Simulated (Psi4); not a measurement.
# CHClGaNO (SMILES O=C=[N][GaH][Cl]) at wB97X-D/def2-TZVP (density fitting, sweep point 7)

We compute a single-point energy of CHClGaNO. 

The results are computed with Psi4 1.11.

54 further runs of the same task are left out: 54 set aside as unsound or not needed. Runs told in other sessions of the task aren't counted.

### 1 The system as given

CHClGaNO: 6 atoms, total charge 0, spin state singlet. As SMILES, `O=C=[N][GaH][Cl]`. The coordinates come from a PBE0-D4/def2-TZVP relaxation. This is one conformer, not always the lowest.

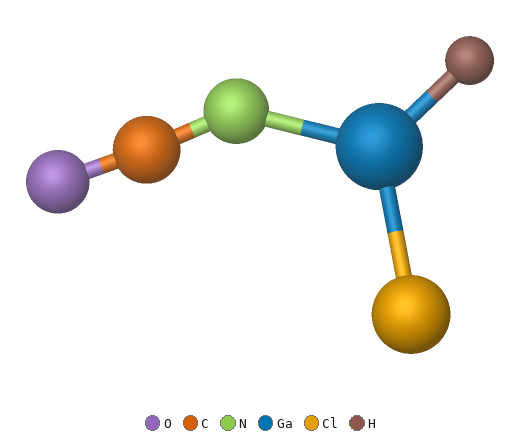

Viewed from a chosen angle; oxygen purple, carbon orange, nitrogen green, gallium blue, chlorine amber, hydrogen brown.

### 2 The energy at wB97X-D/def2-TZVP (density fitting, sweep point 7)

job.dat reads:

```
memory 1.6 GB

molecule m {
  0 1
  O     -1.32318623    -4.96355464    -1.31657219
  C     -1.30731253    -2.80813302    -0.88363594
  N     -1.43014473    -0.57579955    -0.46846311
  Ga     0.46959694     2.12480805     0.52099749
  Cl     4.34145680     1.31260377     1.28085637
  H     -0.67066380     4.78932189     0.77988997
  units bohr
  symmetry c1
}

set {
  basis                def2-TZVP
  reference            rks
  puream               true
  scf_type             df
  dft_radial_points    150
  dft_spherical_points 974
}

energy("wb97x-d")
```

Command:

```
$ psi4 -n 1 job.dat job.out
```

job.out:

```text
Psi4 1.11 release

   => Loading Basis Set <=

    Name: DEF2-TZVP
    Role: ORBITAL
    Keyword: BASIS

   => WB97X-D: Empirical Dispersion <=

    Chai and Head-Gordon Dispersion Correction

        s6 =       1.000000

         ---------------------------------------------------------
                                   SCF
                              RKS Reference
                        1 Threads,   1525 MiB Core
         ---------------------------------------------------------

  ==> Geometry <==

    Molecular point group: c1
    Full point group: C1

    Geometry (in Bohr), charge = 0, multiplicity = 1:

       Center              X                  Y                   Z               Mass
    ------------   -----------------  -----------------  -----------------  -----------------
         O           -2.185190719683    -5.481106328355    -1.611085708386    15.994914619570
         C           -2.169317019683    -3.325684708355    -1.178149458386    12.000000000000
         N           -2.292149219683    -1.093351238355    -0.762976628386    14.003074004430
         GA          -0.392407549683     1.607256361645     0.226483971614    68.925573500000
         CL           3.479452310317     0.795052081645     0.986342851614    34.968852682000
         H           -1.532668289683     4.271770201645     0.485376451614     1.007825032230

  Running in c1 symmetry.

  Rotational constants: A =      0.16143  B =      0.04924  C =      0.03773 [cm^-1]
  Rotational constants: A =   4839.40369  B =   1476.29177  C =   1131.20904 [MHz]
  Nuclear repulsion =  378.168383066356114

  Charge       = 0
  Multiplicity = 1
  Electrons    = 70
  Nalpha       = 35
  Nbeta        = 35

  ==> Algorithm <==

  SCF Algorithm Type is DF.
  DIIS enabled.
  MOM disabled.
  Fractional occupation disabled.
  Guess Type is SAD.
  Energy threshold   = 1.00e-06
  Density threshold  = 1.00e-06
  Integral threshold = 1.00e-12

  ==> Primary Basis <==

  Basis Set: DEF2-TZVP
    Blend: DEF2-TZVP
    Number of shells: 66
    Number of basis functions: 184
    Number of Cartesian functions: 211
    Spherical Harmonics?: true
    Max angular momentum: 3

  ==> DFT Potential <==

   => LibXC <=

    Version 7.1.2

   => Composite Functional: WB97X-D <=

    wB97X-D Hyb-GGA Exchange-Correlation Functional

    Deriv               =              1
    GGA                 =           TRUE
    Meta                =          FALSE

    Exchange Hybrid     =           TRUE
    MP2 Hybrid          =          FALSE

   => Exchange-Correlation Functionals <=

    1.0000   wB97X-D range-separated functional

   => Exact (HF) Exchange <=

    0.7780            HF,LR [omega = 0.2000]
    0.2220               HF

   => LibXC Density Thresholds  <==

    XC_HYB_GGA_XC_WB97X_D:  1.00E-14

   => Molecular Quadrature <=

    Radial Scheme          =       TREUTLER
    Pruning Scheme         =           NONE
    Nuclear Scheme         =       TREUTLER

    Blocking Scheme        =         OCTREE
    BS radius alpha        =              1
    Pruning alpha          =              1
    Radial Points          =            150
    Spherical Points       =            974
    Total Points           =         828602
    Total Blocks           =           5702
    Max Points             =            256
    Max Functions          =            167
    Weights Tolerance      =       1.00E-15

   => Loading Basis Set <=

    Name: (DEF2-TZVP AUX)
    Role: JKFIT
    Keyword: DF_BASIS_SCF

  ==> Integral Setup <==

  DFHelper Memory: AOs need 0.457 GiB; user supplied 0.457 GiB.
  SCF_SUBTYPE=INCORE selected. In-core MEM_DF algorithm will be used.
  Using in-core AOs.

  ==> MemDFJK: Density-Fitted J/K Matrices <==

    J tasked:                   Yes
    K tasked:                   Yes
    wK tasked:                  Yes
    Omega:                2.000E-01
    Memory [MiB]:               467
    Algorithm:                 Core
    Schwarz Cutoff:           1E-12
    Mask sparsity (%):       8.2408
    Fitting Condition:        1E-10

   => Auxiliary Basis Set <=

  Basis Set: (DEF2-TZVP AUX)
    Blend: DEF2-UNIVERSAL-JKFIT
    Number of shells: 179
    Number of basis functions: 641
    Number of Cartesian functions: 821
    Spherical Harmonics?: true
    Max angular momentum: 5

  Cached 20.0% of DFT collocation blocks in 0.561 [GiB].

  Minimum eigenvalue in the overlap matrix is 1.7725173853E-04.
  Reciprocal condition number of the overlap matrix is 2.8978835075E-05.
    Using symmetric orthogonalization.

  ==> Pre-Iterations <==

  SCF Guess: Superposition of Atomic Densities via on-the-fly atomic UHF (no occupation information).

   -------------------------
    Irrep   Nso     Nmo
   -------------------------
     A        184     184
   -------------------------
    Total     184     184
   -------------------------

  ==> Iterations <==

                           Total Energy        Delta E     RMS |[F,P]|

   @DF-RKS iter SAD: -2550.02810368527753   -2.55003e+03   0.00000e+00
   @DF-RKS iter   1: -2551.89531776544209   -1.86721e+00   1.79285e-02 DIIS/ADIIS
   @DF-RKS iter   2: -2515.74048622718828    3.61548e+01   6.61094e-02 DIIS/ADIIS
   @DF-RKS iter   3: -2553.37595230981697   -3.76355e+01   1.05676e-02 DIIS/ADIIS
   @DF-RKS iter   4: -2553.88684742890791   -5.10895e-01   1.39654e-03 DIIS/ADIIS
   @DF-RKS iter   5: -2553.89985166196902   -1.30042e-02   1.02633e-03 DIIS/ADIIS
   @DF-RKS iter   6: -2553.91056151814882   -1.07099e-02   2.35517e-04 DIIS/ADIIS
   @DF-RKS iter   7: -2553.91126485644600   -7.03338e-04   6.79274e-05 DIIS
   @DF-RKS iter   8: -2553.91132443984998   -5.95834e-05   2.31622e-05 DIIS
   @DF-RKS iter   9: -2553.91133287746243   -8.43761e-06   3.57118e-06 DIIS
   @DF-RKS iter  10: -2553.91133352998304   -6.52521e-07   1.12080e-06 DIIS
   @DF-RKS iter  11: -2553.91133358360821   -5.36252e-08   3.21506e-07 DIIS
  Energy and wave function converged.

  ==> Post-Iterations <==

   Electrons on quadrature grid:
      Ntotal   =   70.0000001967 ; deviation = 1.967e-07

    Orbital Energies [Eh]
    ---------------------

    Doubly Occupied:

       1A   -372.859695     2A   -101.694330     3A    -46.132672
       4A    -40.864763     5A    -40.860590     6A    -40.859773
       7A    -19.299704     8A    -14.455939     9A    -10.427452
      10A     -9.580618    11A     -7.324258    12A     -7.320146
      13A     -7.319194    14A     -5.665223    15A     -3.947773
      16A     -3.938613    17A     -3.936026    18A     -1.216445
      19A     -1.043526    20A     -0.994923    21A     -0.985729
      22A     -0.983061    23A     -0.982015    24A     -0.978449
      25A     -0.907002    26A     -0.653596    27A     -0.599939
      28A     -0.561356    29A     -0.559759    30A     -0.513402
      31A     -0.458194    32A     -0.428402    33A     -0.414286
      34A     -0.395406    35A     -0.392333

    Virtual:

      36A     -0.006923    37A      0.033735    38A      0.094784
      39A      0.115889    40A      0.138977    41A      0.145827
      42A      0.190979    43A      0.200543    44A      0.222120
      45A      0.239968    46A      0.244992    47A      0.262473
      48A      0.285148    49A      0.296593    50A      0.309187
      51A      0.316915    52A      0.344104    53A      0.346112
      54A      0.416789    55A      0.439237    56A      0.455626
      57A      0.467619    58A      0.484127    59A      0.508807
      60A      0.517443    61A      0.543264    62A      0.557056
      63A      0.572587    64A      0.591472    65A      0.603611
      66A      0.631784    67A      0.668942    68A      0.670617
      69A      0.675696    70A      0.725699    71A      0.726231
      72A      0.773283    73A      0.844676    74A      0.851308
      75A      0.877655    76A      0.901892    77A      0.920611
      78A      0.944437    79A      0.976148    80A      1.005800
      81A      1.047926    82A      1.050701    83A      1.082193
      84A      1.124890    85A      1.137914    86A      1.177641
      87A      1.188711    88A      1.210235    89A      1.240699
      90A      1.335612    91A      1.396021    92A      1.425147
      93A      1.457336    94A      1.527926    95A      1.532358
      96A      1.571462    97A      1.675360    98A      1.688676
      99A      1.810363   100A      1.833154   101A      1.839236
     102A      1.848107   103A      1.862988   104A      1.917338
     105A      1.941624   106A      1.976204   107A      2.000326
     108A      2.019004   109A      2.080255   110A      2.084585
     111A      2.159117   112A      2.171780   113A      2.173324
     114A      2.198352   115A      2.228125   116A      2.253419
     117A      2.278507   118A      2.291230   119A      2.330987
     120A      2.334995   121A      2.343576   122A      2.389102
     123A      2.434768   124A      2.471320   125A      2.475537
     126A      2.547170   127A      2.557226   128A      2.609425
     129A      2.689191   130A      2.691409   131A      2.717095
     132A      2.803503   133A      2.888910   134A      2.897359
     135A      2.932905   136A      2.959077   137A      2.979570
     138A      2.994861   139A      2.998049   140A      3.074848
     141A      3.123191   142A      3.228797   143A      3.330432
     144A      3.345739   145A      3.422823   146A      3.618552
     147A      3.724705   148A      3.739539   149A      3.858973
     150A      4.032798   151A      4.054188   152A      4.306317
     153A      4.427764   154A      4.496083   155A      4.549438
     156A      4.736688   157A      4.771240   158A      4.793274
     159A      5.123565   160A      5.184647   161A      5.215620
     162A      5.215683   163A      5.370330   164A      5.471921
     165A      5.621184   166A      5.711217   167A      5.728389
     168A      5.788648   169A      5.936341   170A      6.377644
     171A      6.380488   172A      6.649088   173A      6.690998
     174A      6.924837   175A      6.930527   176A      7.207698
     177A      7.347536   178A     10.820387   179A     10.846213
     180A     11.152664   181A     23.973899   182A     24.975583
     183A     32.719214   184A     44.250303

    Final Occupation by Irrep:
              A
    DOCC [    35 ]
    NA   [    35 ]
    NB   [    35 ]

  @DF-RKS Final Energy: -2553.91133358360821

   => Energetics <=

    Nuclear Repulsion Energy =            378.1683830663561139
    One-Electron Energy =               -4302.0447502212100517
    Two-Electron Energy =                1461.7009234218801339
    DFT Exchange-Correlation Energy =     -91.7343367070694882
    Empirical Dispersion Energy =          -0.0015531435648155
    VV10 Nonlocal Energy =                  0.0000000000000000
    Total Energy =                      -2553.9113335836077567

Computation Completed

Properties will be evaluated at   0.000000,   0.000000,   0.000000 [a0]

Properties computed using the SCF density matrix

 Multipole Moments:

 ------------------------------------------------------------------------------------
     Multipole            Electronic (a.u.)      Nuclear  (a.u.)        Total (a.u.)
 ------------------------------------------------------------------------------------

 L = 1.  Multiply by 2.5417464519 to convert [e a0] to [Debye]
 Dipole X            :          0.8362807           -1.0890855           -0.2528047
 Dipole Y            :          4.8043354           -3.8438147            0.9605207
 Dipole Z            :          1.1551927           -1.0242108            0.1309820
 Magnitude           :                                                    1.0018315

 ------------------------------------------------------------------------------------

	total time  =         35 seconds =       0.58 minutes

    Psi4 run time: 0:00:35.06
```

Wall time 36 s (1 thread of Intel Xeon 6975P-C (Granite Rapids), shared host); peak memory 1.4 GiB.

### 3 Results

At wB97X-D/def2-TZVP (density fitting, sweep point 7):

| quantity | value |
| --- | --- |
| total energy | -2553.91133 Eh |
| dipole moment | 2.55 D |
| HOMO energy | -10.68 eV |
| LUMO energy | -0.19 eV |
| HOMO–LUMO gap | 10.49 eV |
| dispersion energy | -4.08 kJ/mol |
